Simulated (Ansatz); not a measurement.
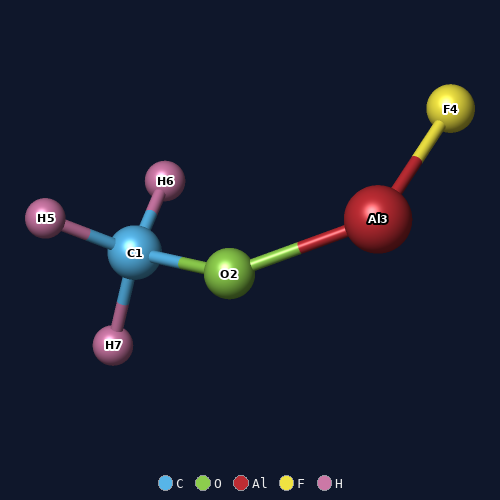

The system is CH3AlFO, SMILES C[O][Al][F], spin multiplicity 2; the picture shows the grid point nearest to the relaxed geometry. Two internal coordinates are moved rigidly from the geometry relaxed at PBE0-D4/def2-TZVP, all others fixed. Coordinates scanned: (1) bond C1–H7; (2) angle H7–C1–O2. The grid has 5 × 5 points. Energies are in eV, from the lowest grid point. Level of theory: UKS PBE0-D4/def2-TZVPP (Ansatz).

Its coordinates:

```xyz
7

C     0.2558    0.8764    0.1091
O    -0.4129   -0.2007    0.7071
Al   -0.7844   -1.7972    0.3523
F    -0.3100   -2.4869   -1.0768
H     1.0913    1.1920    0.7415
H     0.6496    0.6246   -0.8814
H    -0.4428    1.7424    0.0000
```

Range: bond C1–H7 from 0.985 to 1.313 Å; angle H7–C1–O2 from 91.8 to 127.8°.

### Predict the map.

The lowest grid point is at bond C1–H7 = 1.118 Å, angle H7–C1–O2 = 109.8°. It is the only kind of minimum in the scanned range. The highest grid point, bond C1–H7 = 1.313 Å, angle H7–C1–O2 = 91.8°, lies 0.89 eV above the lowest. Round the minimum the two coordinates are nearly uncoupled.

```tsv
angle H7–C1–O2 ↓, bond C1–H7 →	0.985	1.039	1.118	1.211	1.313
127.8	0.59	0.39	0.33	0.48	0.79
118.8	0.32	0.13	0.08	0.24	0.58
109.8	0.23	0.04	0.00	0.17	0.52
100.8	0.31	0.13	0.09	0.27	0.61
91.8	0.59	0.41	0.37	0.54	0.89
```

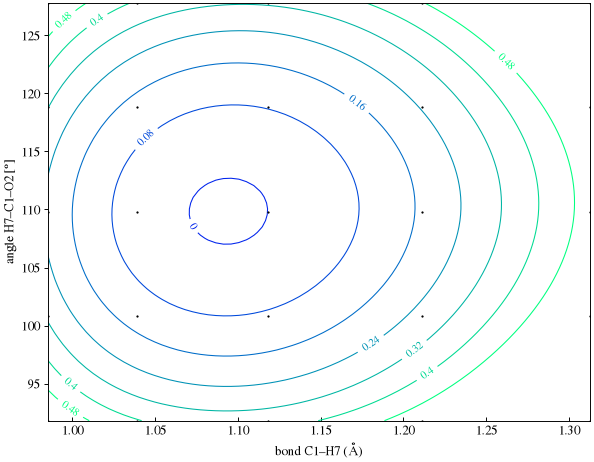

Drawn: contour lines labelled in eV (none above 0.48), dots at the grid points. Between grid points the surface is interpolated.
